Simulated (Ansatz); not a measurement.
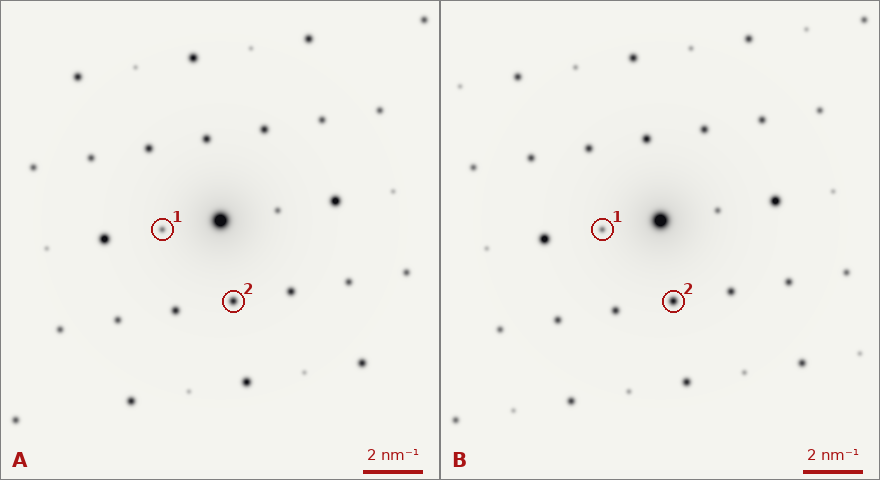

Kinematic electron diffraction patterns (300 kV, B = 0.5 Å², same scale) along [1-10] of the run's own cell, for the start and the end of one relaxation of ZrSbCl3 with Ansatz 0.2.0, DFT, PAW plane waves, r2scan. k mesh 6×6×6. The start is a generated model structure, and the relaxation ends in the nearest stationary point of its symmetry, not necessarily the ground state. Spot 1 is 0 0 -1 and spot 2 is 1 1 0 in both.

Start structure:

```yaml
crystal:
  lattice:
    - [3.57330, 3.57755, 0.00000]
    - [3.57330, -3.57755, 0.00000]
    - [0.00000, 0.00000, -5.01596]
  atoms:
    - { symbol: Sb, position: [0.00000, 0.00000, 0.00000] }
    - { symbol: Cl, position: [0.48200, 0.03800, 0.50000] }
    - { symbol: Cl, position: [0.96200, 0.51800, 0.50000] }
    - { symbol: Cl, position: [0.48000, 0.52000, 0.00000] }
    - { symbol: Zr, position: [0.46900, 0.53100, 0.50000] }
```

Which pattern belongs to the start structure, and which to the relaxed one?

A is the start: its cell gives d(1) = 5.016 Å, d(2) = 3.573 Å and an angle of 90.0°. The spot positions hardly differ, so the intensities decide: those computed from the start structure match A, and B is the relaxed structure.

Name reflections whose intensity changes strongly on relaxation.

2 2 0 goes from 49 to 29 % of the strongest spot.

Summarise the relaxation behind the change.

The cell was held fixed; with the mean shift removed, the atoms moved by up to 0.79 Å relative to the cell (Zr most); the space group stayed Amm2 (No. 38); the free energy fell by 160 meV an atom.
